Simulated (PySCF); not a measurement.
SMILES [SiH2](B)CC=O (C2H7BOSi), GFN2-xTB optimised geometry. Atoms within 1.6 Å of the plane z = 0.0 Å (x, y, z in Å): C3 (0.89, 0.04, 0.00), C4 (-0.57, 0.04, 0.00), O5 (-1.30, 0.99, 0.00), H10 (1.30, 0.99, -0.31), H11 (1.29, -0.76, -0.62), H12 (-1.00, -0.99, 0.10).

Method: B3LYP/def2-TZVP in PySCF. Cells within 0.4 Å of a nucleus heavier than hydrogen are left out (blank, or x).

Map of the Laplacian of the electron density (e/bohr⁵), clipped to [-1.50, 1.50] on the plane z = 0.0 Å:

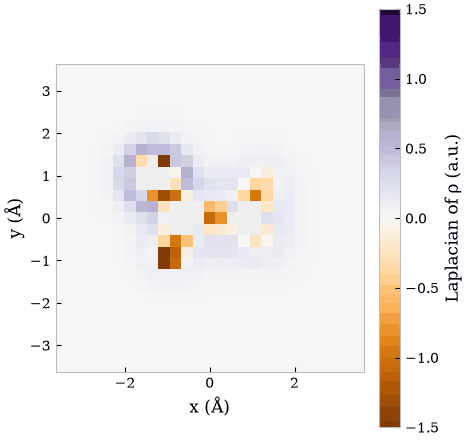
Fig. 1. Laplacian of the electron density (e/bohr⁵), clipped to [-1.50, 1.50] on the plane z = 0.0 Å.
